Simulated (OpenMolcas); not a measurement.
# One shape, several levels: doublet [SiH4]+

Wanted: a comparison of 6 runs (U-r2SCAN/STO-3G, UM06-2X/STO-3G, UPBE/STO-3G, UPBE0/STO-3G, USVWN5/STO-3G, ROCCSD(T)/STO-3G) of doublet [SiH4]+. 

Program for the calculation: OpenMolcas 26.06.

1 further run of the same task is left out (set aside as unsound or not needed).

## (1) The system as given

The species is [SiH4]+ (5 atoms), meant as a doublet with charge +1. SMILES of the parent species: `[SiH4]`. Geometry: relaxed at PBE0-D4/def2-TZVP. That shape belongs to the parent species and isn't relaxed for this state.

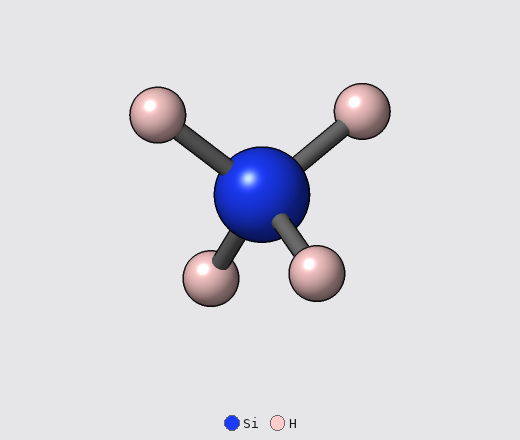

Viewed from a chosen angle; silicon blue, hydrogen pink.

## (2) A single-point energy at U-r2SCAN/STO-3G (run 1)

Contents of mol.input:

```
* H4Si Kohn-Sham DFT

&GATEWAY
 BASLIB=$CurrDir
 COORD
 5
 angstrom
 Si       0.000000       0.000000      -0.000100
 H        0.967600      -0.688400       0.890900
 H       -1.331000       0.044900       0.656000
 H       -0.105100      -0.740300      -1.282600
 H        0.468500       1.383800      -0.264200
 BASIS=STO-3G
 GROUP=NoSym

&SEWARD
 GRIDINPUT
 Grid=UltraFine
 End of Grid

&SCF
 UHF
 CHARGE=1
 SPIN=2
 KSDFT=2
 1.0 MGGA_X_R2SCAN
 1.0 MGGA_C_R2SCAN
 THRESHOLDS=1e-10 1e-07 1e-07 1e-05
 PRORBITALS=1 1
```

The basis set STO-3G is read from a file made from the Basis Set Exchange's data (not shown).

The run is started by

```sh
$ export MOLCAS_MEM=1860
$ pymolcas mol.input > mol.log
```

Standard output:

```text
--- Start Module: gateway ---
[...]
--- Stop Module: gateway /rc=_RC_ALL_IS_WELL_ ---
--- Start Module: seward ---
[...]
      Basis functions           13
--- Stop Module: seward /rc=_RC_ALL_IS_WELL_ ---
--- Start Module: scf ---
[...]
       Convergence after  34 Iterations
[...]
::    Total KS-DFT energy                            -288.0763473265
[...]
      Total spin, S                                     0.5023352557
[...]
      Total electronic charge=   17.000000
      Total            charge=    1.000000
[...]
      Dipole Moment (debye):
      Origin of the operator (angstrom)=    0.0000   -0.0000   -0.0001
                   X=  4.2957E-04               Y= -6.0497E-05               Z=  1.8055E-03           Total=  1.8569E-03
      Center of Charge (angstrom)
[...]
--- Stop Module: scf /rc=_RC_ALL_IS_WELL_ ---
[...]
```

It took 14 s on 1 thread of Arm Neoverse V2, shared host; peak memory 0.37 GiB.

## (3) The energy at UM06-2X/STO-3G (run 2)

Contents of mol.inp:

```
>>> EXPORT MOLCAS_PRINT=2

&GATEWAY
  BasLib=$CurrDir
  Coord
  5
  angstrom
  Si       0.000000       0.000000      -0.000100
  H        0.967600      -0.688400       0.890900
  H       -1.331000       0.044900       0.656000
  H       -0.105100      -0.740300      -1.282600
  H        0.468500       1.383800      -0.264200
  Basis=STO-3G
  Group=NoSym

&SEWARD
  GridInput
  Grid=UltraFine
  End of Grid

&SCF
  UHF
  Charge=1
  Spin=2
  KSDFT=M062X
  Thresholds=1e-10 1e-07 1e-07 1e-05
  PrOrbitals=1 1
```

The basis set STO-3G is read from a file made from the Basis Set Exchange's data (not shown).

The run is started by

```sh
$ export MOLCAS_MEM=1860
$ pymolcas mol.inp > mol.log
```

Standard output:

```text
--- Start Module: gateway ---
[...]
--- Stop Module: gateway /rc=_RC_ALL_IS_WELL_ ---
--- Start Module: seward ---
[...]
      Basis functions           13
--- Stop Module: seward /rc=_RC_ALL_IS_WELL_ ---
--- Start Module: scf ---
[...]
       Convergence after  73 Iterations
[...]
::    Total KS-DFT energy                            -288.0908764651
[...]
      Total spin, S                                     0.5067331304
[...]
      Total electronic charge=   17.000000
      Total            charge=    1.000000
[...]
      Dipole Moment (debye):
      Origin of the operator (angstrom)=    0.0000   -0.0000   -0.0001
                   X= -3.9367E-01               Y= -5.5241E-01               Z=  1.3744E+00           Total=  1.5327E+00
      Center of Charge (angstrom)
[...]
--- Stop Module: scf /rc=_RC_ALL_IS_WELL_ ---
[...]
```

Wall time 27 s (1 thread of Arm Neoverse V2, shared host); peak memory 0.37 GiB.

Run 3 isn't shown in full; the table further down has it.

## (4) The energy at UPBE0/STO-3G (run 4)

Contents of mol.inp:

```
>>> EXPORT MOLCAS_PRINT=2

&GATEWAY
 BasLib=$CurrDir
 Coord
 5
 angstrom
 Si       0.000000       0.000000      -0.000100
 H        0.967600      -0.688400       0.890900
 H       -1.331000       0.044900       0.656000
 H       -0.105100      -0.740300      -1.282600
 H        0.468500       1.383800      -0.264200
 Basis=STO-3G
 Group=NoSym

&SEWARD
 GridInput
 Grid=UltraFine
 End of Grid

&SCF
 UHF
 Charge=1
 Spin=2
 KSDFT=PBE0
 Thresholds=1e-10 1e-07 1e-07 1e-05
 PrOrbitals=1 1
```

The basis set STO-3G is read from a file made from the Basis Set Exchange's data (not shown).

The run is started by

```sh
$ export MOLCAS_MEM=1860
$ pymolcas mol.inp > mol.log
```

Standard output:

```text
--- Start Module: gateway ---
[...]
--- Stop Module: gateway /rc=_RC_ALL_IS_WELL_ ---
--- Start Module: seward ---
[...]
      Basis functions           13
--- Stop Module: seward /rc=_RC_ALL_IS_WELL_ ---
--- Start Module: scf ---
[...]
       Convergence after  21 Iterations
[...]
::    Total KS-DFT energy                            -287.9747928371
[...]
      Total spin, S                                     0.5028042406
[...]
      Total electronic charge=   17.000000
      Total            charge=    1.000000
[...]
      Dipole Moment (debye):
      Origin of the operator (angstrom)=    0.0000   -0.0000   -0.0001
                   X=  4.5524E-04               Y= -1.6808E-04               Z=  2.1473E-03           Total=  2.2015E-03
      Center of Charge (angstrom)
[...]
--- Stop Module: scf /rc=_RC_ALL_IS_WELL_ ---
[...]
```

Wall time 6.3 s (1 thread of Arm Neoverse V2, shared host); peak memory 0.37 GiB.

Run 5 isn't shown in full; the table further down has it.

## (5) The energy at ROCCSD(T)/STO-3G (run 6)

Contents of mol.inp:

```
* H4Si CCSD(T)

&GATEWAY
  BasLib
  $CurrDir
  Coord
  5
  angstrom
  Si       0.000000       0.000000      -0.000100
  H        0.967600      -0.688400       0.890900
  H       -1.331000       0.044900       0.656000
  H       -0.105100      -0.740300      -1.282600
  H        0.468500       1.383800      -0.264200
  Basis
  STO-3G
  Group
  NoSym

&SEWARD

&SCF
  UHF
  Charge
  1
  Spin
  2
  Thresholds
  1e-10 1e-07 1e-07 1e-05
  PrOrbitals
  1 1

&RASSCF
  FileOrb
  $Project.UnaOrb
  Spin
  2
  Nactel
  1 0 0
  Inactive
  8
  Ras2
  1
  OutOrbitals
  Canonical
  OrbListing
  Nothing

&MOTRA
  JobIph
  Frozen
  5

&CCSDT
  CCT
  Triples
  3
  Iterations
  80
  Accuracy
  1e-08
  Extrapolation
  5 4
```

The basis set STO-3G is read from a file made from the Basis Set Exchange's data (not shown).

The run is started by

```sh
$ export MOLCAS_MEM=1860
$ pymolcas mol.inp > mol.log
```

Standard output:

```text
--- Start Module: gateway ---
[...]
--- Stop Module: gateway /rc=_RC_ALL_IS_WELL_ ---
[...]
      Basis functions           13
[...]
       Convergence after  48 Iterations
[...]
::    Total SCF energy                               -287.5165476096
[...]
      Total spin, S                                     0.5046428895
[...]
      Number of active orbitals                  1
[...]
      Spin quantum number                      0.5
[...]
      Active orbitals                            1
[...]
      Number of CSFs                             1
[...]
      Number of root(s) required                 1
[...]
      Convergence after  8 iterations
[...]
      printout of CI-coefficients larger than  0.05 for root  1
      energy=    -287.514132
      conf/sym  1     Coeff  Weight
             1  u   1.00000 1.00000
      Natural orbitals and occupation numbers for root  1
      sym 1:   1.000000
      ************************************************************************************************************************
      *                                                    Final results                                                     *
[...]
::    RASSCF root number  1 Total energy:   -287.51413206
[...]
      Total electronic charge=   17.000000
      Total            charge=    1.000000
[...]
      Dipole Moment (debye):
      Origin of the operator (angstrom)=    0.0000   -0.0000   -0.0001
                   X=  1.4060E+00               Y= -1.0002E+00               Z=  1.2948E+00           Total=  2.1573E+00
      Center of Charge (angstrom)
[...]
--- Start Module: motra ---
[...]
      *** WARNING: Default frozen orbitals is overwritten by user input.
      *** Default values:   2
[...]
--- Stop Module: motra /rc=_RC_ALL_IS_WELL_ ---
--- Start Module: ccsdt ---
[...]
      Convergence after                    10  Iterations
      Total energy (diff) :    -287.58123689      -0.00000000
[...]
 METHOD                       : CCSD+T(CCSD)+<T3(1)WT1>+<T3(1)UT2> = CCSD(T)
[...]
       CCSD     =      -287.5812368910347
[...]
--- Stop Module: ccsdt /rc=_RC_ALL_IS_WELL_ ---
[...]
```

It took 2.6 s on 1 thread of Arm Neoverse V2, shared host; peak memory 0.37 GiB.

## (6) The series

| run | level | integration grid | frozen core orbitals | energy (Eh) | HOMO energy (eV) | LUMO energy (eV) | ⟨S²⟩ | wall time |
| --- | --- | --- | --- | --- | --- | --- | --- | --- |
| 1 | U-r2SCAN/STO-3G | UltraFine | – | -288.076347 | -15.68 | -15.34 | 0.755 | 14 s |
| 2 | UM06-2X/STO-3G | UltraFine | – | -288.090876 | -17.33 | -13.64 | 0.764 | 27 s |
| 3 | UPBE/STO-3G | UltraFine | – | -287.934776 | -15.45 | -15.34 | 0.752 | 12 s |
| 4 | UPBE0/STO-3G | UltraFine | – | -287.974793 | -16.49 | -14.48 | 0.756 | 6.3 s |
| 5 | USVWN5/STO-3G | UltraFine | – | -286.869759 | -15.24 | -15.23 | 0.751 | 11 s |
| 6 | ROCCSD(T)/STO-3G | – | 5 | -287.581917 | – | – | – | 2.6 s |

## (7) Summary of results

| quantity | value |
| --- | --- |
| run 6: total energy | -287.58192 Eh |
| run 6: (T) correction | -0.68 mEh |

In words: Totals of different functionals can't be ranked against each other. In runs 1, 2, 3, 4, 5, 6 the basis is minimal, so the values are rough. All runs together took 72 s, the longest 27 s.
